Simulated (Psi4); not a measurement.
# Run report: P$_{2}$, excited-state calculation (part 2 of 2)

Continued. System: P$_{2}$ (diphosphorus). Method: CIS/cc-pwCVDZ, RHF, ZORA (Psi4 1.11). 

Geometry of the input (Å):
```
P  0.0000  0.0000  0.0000
P  0.0000  0.0000  1.8934
```

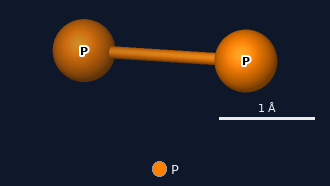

*The structure as given in the input (ball-and-stick view, seen at a tilt).*

## Log, continued
```
  Variable Map:
  ----------------------------------------------------------------------------
  "CURRENT ENERGY"                                                  =>    -683.950168207226
  "CURRENT REFERENCE ENERGY"                                        =>    -683.950168207226
  "DD SOLVATION ENERGY"                                             =>       0.000000000000
  "HF KINETIC ENERGY"                                               =>     682.654647166637
  "HF POTENTIAL ENERGY"                                             =>   -1366.604815373862
  "HF TOTAL ENERGY"                                                 =>    -683.950168207226
  "HF VIRIAL RATIO"                                                 =>       2.001897769313
  "NUCLEAR REPULSION ENERGY"                                        =>      62.884162141373
  "ONE-ELECTRON ENERGY"                                             =>   -1071.631927138306
  "PCM POLARIZATION ENERGY"                                         =>       0.000000000000
  "PE ENERGY"                                                       =>       0.000000000000
  "SCF ITERATION ENERGY"                                            =>    -683.950168207226
  "SCF ITERATIONS"                                                  =>       6.000000000000
  "SCF TOTAL ENERGY"                                                =>    -683.950168207226
  "TD-HF ROOT 0 (A) -> ROOT 1 (A) EXCITATION ENERGY"                =>       0.120016171302
  "TD-HF ROOT 0 (A) -> ROOT 1 (A) OSCILLATOR STRENGTH (LEN)"        =>       0.000000000000
  "TD-HF ROOT 0 (A) -> ROOT 1 (A) OSCILLATOR STRENGTH (VEL)"        =>       0.000000000000
  "TD-HF ROOT 0 (A) -> ROOT 1 (A) ROTATORY STRENGTH (LEN)"          =>      -0.000000000000
  "TD-HF ROOT 0 (A) -> ROOT 1 (A) ROTATORY STRENGTH (VEL)"          =>      -0.000000000000
  "TD-HF ROOT 0 (A) -> ROOT 2 (A) EXCITATION ENERGY"                =>       0.132039072909
  "TD-HF ROOT 0 (A) -> ROOT 2 (A) OSCILLATOR STRENGTH (LEN)"        =>       0.000000000000
  "TD-HF ROOT 0 (A) -> ROOT 2 (A) OSCILLATOR STRENGTH (VEL)"        =>       0.000000000000
  "TD-HF ROOT 0 (A) -> ROOT 2 (A) ROTATORY STRENGTH (LEN)"          =>      -0.000000000000
  "TD-HF ROOT 0 (A) -> ROOT 2 (A) ROTATORY STRENGTH (VEL)"          =>      -0.000000000000
  "TD-HF ROOT 0 (A) -> ROOT 3 (A) EXCITATION ENERGY"                =>       0.132039072909
  "TD-HF ROOT 0 (A) -> ROOT 3 (A) OSCILLATOR STRENGTH (LEN)"        =>       0.000000000000
  "TD-HF ROOT 0 (A) -> ROOT 3 (A) OSCILLATOR STRENGTH (VEL)"        =>       0.000000000000
  "TD-HF ROOT 0 (A) -> ROOT 3 (A) ROTATORY STRENGTH (LEN)"          =>      -0.000000000000
  "TD-HF ROOT 0 (A) -> ROOT 3 (A) ROTATORY STRENGTH (VEL)"          =>      -0.000000000000
  "TD-HF ROOT 0 (IN A) -> ROOT 1 (IN A) EXCITATION ENERGY"          =>       0.120016171302
  "TD-HF ROOT 0 (IN A) -> ROOT 1 (IN A) OSCILLATOR STRENGTH (LEN)"  =>       0.000000000000
  "TD-HF ROOT 0 (IN A) -> ROOT 1 (IN A) OSCILLATOR STRENGTH (VEL)"  =>       0.000000000000
  "TD-HF ROOT 0 (IN A) -> ROOT 1 (IN A) ROTATORY STRENGTH (LEN)"    =>      -0.000000000000
  "TD-HF ROOT 0 (IN A) -> ROOT 1 (IN A) ROTATORY STRENGTH (VEL)"    =>      -0.000000000000
  "TD-HF ROOT 0 (IN A) -> ROOT 2 (IN A) EXCITATION ENERGY"          =>       0.132039072909
  "TD-HF ROOT 0 (IN A) -> ROOT 2 (IN A) OSCILLATOR STRENGTH (LEN)"  =>       0.000000000000
  "TD-HF ROOT 0 (IN A) -> ROOT 2 (IN A) OSCILLATOR STRENGTH (VEL)"  =>       0.000000000000
  "TD-HF ROOT 0 (IN A) -> ROOT 2 (IN A) ROTATORY STRENGTH (LEN)"    =>      -0.000000000000
  "TD-HF ROOT 0 (IN A) -> ROOT 2 (IN A) ROTATORY STRENGTH (VEL)"    =>      -0.000000000000
  "TD-HF ROOT 0 (IN A) -> ROOT 3 (IN A) EXCITATION ENERGY"          =>       0.132039072909
  "TD-HF ROOT 0 (IN A) -> ROOT 3 (IN A) OSCILLATOR STRENGTH (LEN)"  =>       0.000000000000
  "TD-HF ROOT 0 (IN A) -> ROOT 3 (IN A) OSCILLATOR STRENGTH (VEL)"  =>       0.000000000000
  "TD-HF ROOT 0 (IN A) -> ROOT 3 (IN A) ROTATORY STRENGTH (LEN)"    =>      -0.000000000000
  "TD-HF ROOT 0 (IN A) -> ROOT 3 (IN A) ROTATORY STRENGTH (VEL)"    =>      -0.000000000000
  "TD-HF ROOT 0 -> ROOT 1 EXCITATION ENERGY"                        =>       0.120016171302
  "TD-HF ROOT 0 -> ROOT 1 EXCITATION ENERGY - A TRANSITION"         =>       0.120016171302
  "TD-HF ROOT 0 -> ROOT 1 OSCILLATOR STRENGTH (LEN)"                =>       0.000000000000
  "TD-HF ROOT 0 -> ROOT 1 OSCILLATOR STRENGTH (LEN) - A TRANSITION" =>       0.000000000000
  "TD-HF ROOT 0 -> ROOT 1 OSCILLATOR STRENGTH (VEL)"                =>       0.000000000000
  "TD-HF ROOT 0 -> ROOT 1 OSCILLATOR STRENGTH (VEL) - A TRANSITION" =>       0.000000000000
  "TD-HF ROOT 0 -> ROOT 1 ROTATORY STRENGTH (LEN)"                  =>      -0.000000000000
  "TD-HF ROOT 0 -> ROOT 1 ROTATORY STRENGTH (LEN) - A TRANSITION"   =>      -0.000000000000
  "TD-HF ROOT 0 -> ROOT 1 ROTATORY STRENGTH (VEL)"                  =>      -0.000000000000
  "TD-HF ROOT 0 -> ROOT 1 ROTATORY STRENGTH (VEL) - A TRANSITION"   =>      -0.000000000000
  "TD-HF ROOT 0 -> ROOT 2 EXCITATION ENERGY"                        =>       0.132039072909
  "TD-HF ROOT 0 -> ROOT 2 EXCITATION ENERGY - A TRANSITION"         =>       0.132039072909
  "TD-HF ROOT 0 -> ROOT 2 OSCILLATOR STRENGTH (LEN)"                =>       0.000000000000
  "TD-HF ROOT 0 -> ROOT 2 OSCILLATOR STRENGTH (LEN) - A TRANSITION" =>       0.000000000000
  "TD-HF ROOT 0 -> ROOT 2 OSCILLATOR STRENGTH (VEL)"                =>       0.000000000000
  "TD-HF ROOT 0 -> ROOT 2 OSCILLATOR STRENGTH (VEL) - A TRANSITION" =>       0.000000000000
  "TD-HF ROOT 0 -> ROOT 2 ROTATORY STRENGTH (LEN)"                  =>      -0.000000000000
  "TD-HF ROOT 0 -> ROOT 2 ROTATORY STRENGTH (LEN) - A TRANSITION"   =>      -0.000000000000
  "TD-HF ROOT 0 -> ROOT 2 ROTATORY STRENGTH (VEL)"                  =>      -0.000000000000
  "TD-HF ROOT 0 -> ROOT 2 ROTATORY STRENGTH (VEL) - A TRANSITION"   =>      -0.000000000000
  "TD-HF ROOT 0 -> ROOT 3 EXCITATION ENERGY"                        =>       0.132039072909
  "TD-HF ROOT 0 -> ROOT 3 EXCITATION ENERGY - A TRANSITION"         =>       0.132039072909
  "TD-HF ROOT 0 -> ROOT 3 OSCILLATOR STRENGTH (LEN)"                =>       0.000000000000
  "TD-HF ROOT 0 -> ROOT 3 OSCILLATOR STRENGTH (LEN) - A TRANSITION" =>       0.000000000000
  "TD-HF ROOT 0 -> ROOT 3 OSCILLATOR STRENGTH (VEL)"                =>       0.000000000000
  "TD-HF ROOT 0 -> ROOT 3 OSCILLATOR STRENGTH (VEL) - A TRANSITION" =>       0.000000000000
  "TD-HF ROOT 0 -> ROOT 3 ROTATORY STRENGTH (LEN)"                  =>      -0.000000000000
  "TD-HF ROOT 0 -> ROOT 3 ROTATORY STRENGTH (LEN) - A TRANSITION"   =>      -0.000000000000
  "TD-HF ROOT 0 -> ROOT 3 ROTATORY STRENGTH (VEL)"                  =>      -0.000000000000
  "TD-HF ROOT 0 -> ROOT 3 ROTATORY STRENGTH (VEL) - A TRANSITION"   =>      -0.000000000000
  "TD-HF ROOT 1 (A) TOTAL ENERGY"                                   =>    -683.830152035924
  "TD-HF ROOT 1 (IN A) TOTAL ENERGY"                                =>    -683.830152035924
  "TD-HF ROOT 1 TOTAL ENERGY"                                       =>    -683.830152035924
  "TD-HF ROOT 1 TOTAL ENERGY - A TRANSITION"                        =>    -683.830152035924
  "TD-HF ROOT 2 (A) TOTAL ENERGY"                                   =>    -683.818129134316
  "TD-HF ROOT 2 (IN A) TOTAL ENERGY"                                =>    -683.818129134316
  "TD-HF ROOT 2 TOTAL ENERGY"                                       =>    -683.818129134316
  "TD-HF ROOT 2 TOTAL ENERGY - A TRANSITION"                        =>    -683.818129134316
  "TD-HF ROOT 3 (A) TOTAL ENERGY"                                   =>    -683.818129134316
  "TD-HF ROOT 3 (IN A) TOTAL ENERGY"                                =>    -683.818129134316
  "TD-HF ROOT 3 TOTAL ENERGY"                                       =>    -683.818129134316
  "TD-HF ROOT 3 TOTAL ENERGY - A TRANSITION"                        =>    -683.818129134316
  "TWO-ELECTRON ENERGY"                                             =>     324.797596789707

  Array Variable Map:
  ----------------------------------------------------------------------------
  "CURRENT DIPOLE"                                                  =>       0.000000000000 ... -0.000000000014 1 by 3
  "SCF DIPOLE"                                                      =>       0.000000000000 ... -0.000000000014 1 by 3
  "SCF TOTAL ENERGIES"                                              =>    -683.298623350738 ... -683.950168207226 1 by 7
  "TD-HF ROOT 0 (A) -> ROOT 1 (A) ELECTRIC TRANSITION DIPOLE MOMENT (LEN)" =>      -0.000000012892 ... 0.000000000000 1 by 3
  "TD-HF ROOT 0 (A) -> ROOT 1 (A) ELECTRIC TRANSITION DIPOLE MOMENT (VEL)" =>       0.000000007389 ... 0.000000000000 1 by 3
  "TD-HF ROOT 0 (A) -> ROOT 1 (A) LEFT EIGENVECTOR ALPHA"           =>       0.000000000000 ... 0.000000000000 15 by 39
  "TD-HF ROOT 0 (A) -> ROOT 1 (A) LEFT EIGENVECTOR BETA"            =>       0.000000000000 ... 0.000000000000 15 by 39
  "TD-HF ROOT 0 (A) -> ROOT 1 (A) MAGNETIC TRANSITION DIPOLE MOMENT (VEL)" =>       0.000000000000 ... -0.000000000000 1 by 3
  "TD-HF ROOT 0 (A) -> ROOT 1 (A) RIGHT EIGENVECTOR ALPHA"          =>       0.000000000000 ... 0.000000000000 15 by 39
  "TD-HF ROOT 0 (A) -> ROOT 1 (A) RIGHT EIGENVECTOR BETA"           =>       0.000000000000 ... 0.000000000000 15 by 39
  "TD-HF ROOT 0 (A) -> ROOT 2 (A) ELECTRIC TRANSITION DIPOLE MOMENT (LEN)" =>      -0.000000025279 ... 0.000000000117 1 by 3
  "TD-HF ROOT 0 (A) -> ROOT 2 (A) ELECTRIC TRANSITION DIPOLE MOMENT (VEL)" =>       0.000000003397 ... 0.000000000022 1 by 3
  "TD-HF ROOT 0 (A) -> ROOT 2 (A) LEFT EIGENVECTOR ALPHA"           =>       0.000000000000 ... -0.000000000000 15 by 39
  "TD-HF ROOT 0 (A) -> ROOT 2 (A) LEFT EIGENVECTOR BETA"            =>       0.000000000000 ... -0.000000000000 15 by 39
  "TD-HF ROOT 0 (A) -> ROOT 2 (A) MAGNETIC TRANSITION DIPOLE MOMENT (VEL)" =>       0.000000000000 ... 0.000000000000 1 by 3
  "TD-HF ROOT 0 (A) -> ROOT 2 (A) RIGHT EIGENVECTOR ALPHA"          =>       0.000000000000 ... -0.000000000000 15 by 39
  "TD-HF ROOT 0 (A) -> ROOT 2 (A) RIGHT EIGENVECTOR BETA"           =>       0.000000000000 ... -0.000000000000 15 by 39
  "TD-HF ROOT 0 (A) -> ROOT 3 (A) ELECTRIC TRANSITION DIPOLE MOMENT (LEN)" =>       0.000000012324 ... 0.000000001070 1 by 3
  "TD-HF ROOT 0 (A) -> ROOT 3 (A) ELECTRIC TRANSITION DIPOLE MOMENT (VEL)" =>      -0.000000001664 ... 0.000000000200 1 by 3
  "TD-HF ROOT 0 (A) -> ROOT 3 (A) LEFT EIGENVECTOR ALPHA"           =>       0.000000000000 ... 0.000000000000 15 by 39
  "TD-HF ROOT 0 (A) -> ROOT 3 (A) LEFT EIGENVECTOR BETA"            =>       0.000000000000 ... 0.000000000000 15 by 39
  "TD-HF ROOT 0 (A) -> ROOT 3 (A) MAGNETIC TRANSITION DIPOLE MOMENT (VEL)" =>      -0.000000000000 ... -0.000000000000 1 by 3
  "TD-HF ROOT 0 (A) -> ROOT 3 (A) RIGHT EIGENVECTOR ALPHA"          =>       0.000000000000 ... 0.000000000000 15 by 39
  "TD-HF ROOT 0 (A) -> ROOT 3 (A) RIGHT EIGENVECTOR BETA"           =>       0.000000000000 ... 0.000000000000 15 by 39
  "TD-HF ROOT 0 (IN A) -> ROOT 1 (IN A) ELECTRIC TRANSITION DIPOLE MOMENT (LEN)" =>      -0.000000012892 ... 0.000000000000 1 by 3
  "TD-HF ROOT 0 (IN A) -> ROOT 1 (IN A) ELECTRIC TRANSITION DIPOLE MOMENT (VEL)" =>       0.000000007389 ... 0.000000000000 1 by 3
  "TD-HF ROOT 0 (IN A) -> ROOT 1 (IN A) LEFT EIGENVECTOR ALPHA"     =>       0.000000000000 ... 0.000000000000 15 by 39
  "TD-HF ROOT 0 (IN A) -> ROOT 1 (IN A) LEFT EIGENVECTOR BETA"      =>       0.000000000000 ... 0.000000000000 15 by 39
  "TD-HF ROOT 0 (IN A) -> ROOT 1 (IN A) MAGNETIC TRANSITION DIPOLE MOMENT (VEL)" =>       0.000000000000 ... -0.000000000000 1 by 3
  "TD-HF ROOT 0 (IN A) -> ROOT 1 (IN A) RIGHT EIGENVECTOR ALPHA"    =>       0.000000000000 ... 0.000000000000 15 by 39
  "TD-HF ROOT 0 (IN A) -> ROOT 1 (IN A) RIGHT EIGENVECTOR BETA"     =>       0.000000000000 ... 0.000000000000 15 by 39
  "TD-HF ROOT 0 (IN A) -> ROOT 2 (IN A) ELECTRIC TRANSITION DIPOLE MOMENT (LEN)" =>      -0.000000025279 ... 0.000000000117 1 by 3
  "TD-HF ROOT 0 (IN A) -> ROOT 2 (IN A) ELECTRIC TRANSITION DIPOLE MOMENT (VEL)" =>       0.000000003397 ... 0.000000000022 1 by 3
  "TD-HF ROOT 0 (IN A) -> ROOT 2 (IN A) LEFT EIGENVECTOR ALPHA"     =>       0.000000000000 ... -0.000000000000 15 by 39
  "TD-HF ROOT 0 (IN A) -> ROOT 2 (IN A) LEFT EIGENVECTOR BETA"      =>       0.000000000000 ... -0.000000000000 15 by 39
  "TD-HF ROOT 0 (IN A) -> ROOT 2 (IN A) MAGNETIC TRANSITION DIPOLE MOMENT (VEL)" =>       0.000000000000 ... 0.000000000000 1 by 3
  "TD-HF ROOT 0 (IN A) -> ROOT 2 (IN A) RIGHT EIGENVECTOR ALPHA"    =>       0.000000000000 ... -0.000000000000 15 by 39
  "TD-HF ROOT 0 (IN A) -> ROOT 2 (IN A) RIGHT EIGENVECTOR BETA"     =>       0.000000000000 ... -0.000000000000 15 by 39
  "TD-HF ROOT 0 (IN A) -> ROOT 3 (IN A) ELECTRIC TRANSITION DIPOLE MOMENT (LEN)" =>       0.000000012324 ... 0.000000001070 1 by 3
  "TD-HF ROOT 0 (IN A) -> ROOT 3 (IN A) ELECTRIC TRANSITION DIPOLE MOMENT (VEL)" =>      -0.000000001664 ... 0.000000000200 1 by 3
  "TD-HF ROOT 0 (IN A) -> ROOT 3 (IN A) LEFT EIGENVECTOR ALPHA"     =>       0.000000000000 ... 0.000000000000 15 by 39
  "TD-HF ROOT 0 (IN A) -> ROOT 3 (IN A) LEFT EIGENVECTOR BETA"      =>       0.000000000000 ... 0.000000000000 15 by 39
  "TD-HF ROOT 0 (IN A) -> ROOT 3 (IN A) MAGNETIC TRANSITION DIPOLE MOMENT (VEL)" =>      -0.000000000000 ... -0.000000000000 1 by 3
  "TD-HF ROOT 0 (IN A) -> ROOT 3 (IN A) RIGHT EIGENVECTOR ALPHA"    =>       0.000000000000 ... 0.000000000000 15 by 39
  "TD-HF ROOT 0 (IN A) -> ROOT 3 (IN A) RIGHT EIGENVECTOR BETA"     =>       0.000000000000 ... 0.000000000000 15 by 39
  "TD-HF ROOT 0 -> ROOT 1 ELECTRIC TRANSITION DIPOLE MOMENT (LEN)"  =>      -0.000000012892 ... 0.000000000000 1 by 3
  "TD-HF ROOT 0 -> ROOT 1 ELECTRIC TRANSITION DIPOLE MOMENT (LEN) - A TRANSITION" =>      -0.000000012892 ... 0.000000000000 1 by 3
  "TD-HF ROOT 0 -> ROOT 1 ELECTRIC TRANSITION DIPOLE MOMENT (VEL)"  =>       0.000000007389 ... 0.000000000000 1 by 3
  "TD-HF ROOT 0 -> ROOT 1 ELECTRIC TRANSITION DIPOLE MOMENT (VEL) - A TRANSITION" =>       0.000000007389 ... 0.000000000000 1 by 3
  "TD-HF ROOT 0 -> ROOT 1 LEFT EIGENVECTOR ALPHA"                   =>       0.000000000000 ... 0.000000000000 15 by 39
  "TD-HF ROOT 0 -> ROOT 1 LEFT EIGENVECTOR ALPHA - A TRANSITION"    =>       0.000000000000 ... 0.000000000000 15 by 39
  "TD-HF ROOT 0 -> ROOT 1 LEFT EIGENVECTOR BETA"                    =>       0.000000000000 ... 0.000000000000 15 by 39
  "TD-HF ROOT 0 -> ROOT 1 LEFT EIGENVECTOR BETA - A TRANSITION"     =>       0.000000000000 ... 0.000000000000 15 by 39
  "TD-HF ROOT 0 -> ROOT 1 MAGNETIC TRANSITION DIPOLE MOMENT (VEL)"  =>       0.000000000000 ... -0.000000000000 1 by 3
  "TD-HF ROOT 0 -> ROOT 1 MAGNETIC TRANSITION DIPOLE MOMENT (VEL) - A TRANSITION" =>       0.000000000000 ... -0.000000000000 1 by 3
  "TD-HF ROOT 0 -> ROOT 1 RIGHT EIGENVECTOR ALPHA"                  =>       0.000000000000 ... 0.000000000000 15 by 39
  "TD-HF ROOT 0 -> ROOT 1 RIGHT EIGENVECTOR ALPHA - A TRANSITION"   =>       0.000000000000 ... 0.000000000000 15 by 39
  "TD-HF ROOT 0 -> ROOT 1 RIGHT EIGENVECTOR BETA"                   =>       0.000000000000 ... 0.000000000000 15 by 39
  "TD-HF ROOT 0 -> ROOT 1 RIGHT EIGENVECTOR BETA - A TRANSITION"    =>       0.000000000000 ... 0.000000000000 15 by 39
  "TD-HF ROOT 0 -> ROOT 2 ELECTRIC TRANSITION DIPOLE MOMENT (LEN)"  =>      -0.000000025279 ... 0.000000000117 1 by 3
  "TD-HF ROOT 0 -> ROOT 2 ELECTRIC TRANSITION DIPOLE MOMENT (LEN) - A TRANSITION" =>      -0.000000025279 ... 0.000000000117 1 by 3
  "TD-HF ROOT 0 -> ROOT 2 ELECTRIC TRANSITION DIPOLE MOMENT (VEL)"  =>       0.000000003397 ... 0.000000000022 1 by 3
  "TD-HF ROOT 0 -> ROOT 2 ELECTRIC TRANSITION DIPOLE MOMENT (VEL) - A TRANSITION" =>       0.000000003397 ... 0.000000000022 1 by 3
  "TD-HF ROOT 0 -> ROOT 2 LEFT EIGENVECTOR ALPHA"                   =>       0.000000000000 ... -0.000000000000 15 by 39
  "TD-HF ROOT 0 -> ROOT 2 LEFT EIGENVECTOR ALPHA - A TRANSITION"    =>       0.000000000000 ... -0.000000000000 15 by 39
  "TD-HF ROOT 0 -> ROOT 2 LEFT EIGENVECTOR BETA"                    =>       0.000000000000 ... -0.000000000000 15 by 39
  "TD-HF ROOT 0 -> ROOT 2 LEFT EIGENVECTOR BETA - A TRANSITION"     =>       0.000000000000 ... -0.000000000000 15 by 39
  "TD-HF ROOT 0 -> ROOT 2 MAGNETIC TRANSITION DIPOLE MOMENT (VEL)"  =>       0.000000000000 ... 0.000000000000 1 by 3
  "TD-HF ROOT 0 -> ROOT 2 MAGNETIC TRANSITION DIPOLE MOMENT (VEL) - A TRANSITION" =>       0.000000000000 ... 0.000000000000 1 by 3
  "TD-HF ROOT 0 -> ROOT 2 RIGHT EIGENVECTOR ALPHA"                  =>       0.000000000000 ... -0.000000000000 15 by 39
  "TD-HF ROOT 0 -> ROOT 2 RIGHT EIGENVECTOR ALPHA - A TRANSITION"   =>       0.000000000000 ... -0.000000000000 15 by 39
  "TD-HF ROOT 0 -> ROOT 2 RIGHT EIGENVECTOR BETA"                   =>       0.000000000000 ... -0.000000000000 15 by 39
  "TD-HF ROOT 0 -> ROOT 2 RIGHT EIGENVECTOR BETA - A TRANSITION"    =>       0.000000000000 ... -0.000000000000 15 by 39
  "TD-HF ROOT 0 -> ROOT 3 ELECTRIC TRANSITION DIPOLE MOMENT (LEN)"  =>       0.000000012324 ... 0.000000001070 1 by 3
  "TD-HF ROOT 0 -> ROOT 3 ELECTRIC TRANSITION DIPOLE MOMENT (LEN) - A TRANSITION" =>       0.000000012324 ... 0.000000001070 1 by 3
  "TD-HF ROOT 0 -> ROOT 3 ELECTRIC TRANSITION DIPOLE MOMENT (VEL)"  =>      -0.000000001664 ... 0.000000000200 1 by 3
  "TD-HF ROOT 0 -> ROOT 3 ELECTRIC TRANSITION DIPOLE MOMENT (VEL) - A TRANSITION" =>      -0.000000001664 ... 0.000000000200 1 by 3
  "TD-HF ROOT 0 -> ROOT 3 LEFT EIGENVECTOR ALPHA"                   =>       0.000000000000 ... 0.000000000000 15 by 39
  "TD-HF ROOT 0 -> ROOT 3 LEFT EIGENVECTOR ALPHA - A TRANSITION"    =>       0.000000000000 ... 0.000000000000 15 by 39
  "TD-HF ROOT 0 -> ROOT 3 LEFT EIGENVECTOR BETA"                    =>       0.000000000000 ... 0.000000000000 15 by 39
  "TD-HF ROOT 0 -> ROOT 3 LEFT EIGENVECTOR BETA - A TRANSITION"     =>       0.000000000000 ... 0.000000000000 15 by 39
  "TD-HF ROOT 0 -> ROOT 3 MAGNETIC TRANSITION DIPOLE MOMENT (VEL)"  =>      -0.000000000000 ... -0.000000000000 1 by 3
  "TD-HF ROOT 0 -> ROOT 3 MAGNETIC TRANSITION DIPOLE MOMENT (VEL) - A TRANSITION" =>      -0.000000000000 ... -0.000000000000 1 by 3
  "TD-HF ROOT 0 -> ROOT 3 RIGHT EIGENVECTOR ALPHA"                  =>       0.000000000000 ... 0.000000000000 15 by 39
  "TD-HF ROOT 0 -> ROOT 3 RIGHT EIGENVECTOR ALPHA - A TRANSITION"   =>       0.000000000000 ... 0.000000000000 15 by 39
  "TD-HF ROOT 0 -> ROOT 3 RIGHT EIGENVECTOR BETA"                   =>       0.000000000000 ... 0.000000000000 15 by 39
  "TD-HF ROOT 0 -> ROOT 3 RIGHT EIGENVECTOR BETA - A TRANSITION"    =>       0.000000000000 ... 0.000000000000 15 by 39

    Psi4 run time: 0:00:08.94
```

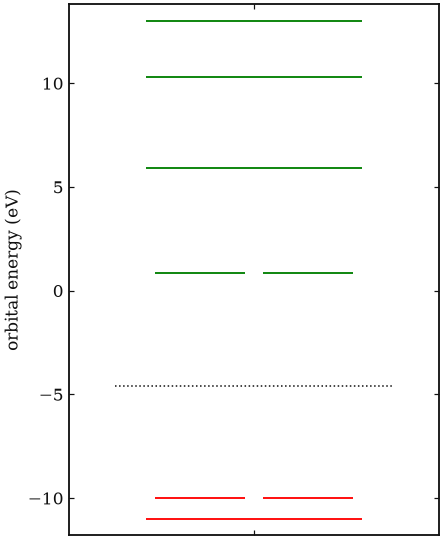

*Orbital energies near the frontier (SCF reference); the dotted line parts filled from empty levels, and levels within 0.02 eV of each other stand side by side.*

Highest filled −10.00 eV, lowest empty 0.84 eV, 10.84 eV apart.

## Key numbers

- outcome: converged
- total energy: −683.950168 hartree
- basis functions: 54
- HOMO of the SCF reference: −10.00 eV
- LUMO of the SCF reference: 0.84 eV
- lowest excitation: 3.27 eV
- wall time: 11 s
- peak memory: 0.26 GiB

## Remarks

Settings chosen away from the usual ones: screening set to csam; s_orthogonalization set to symmetric.
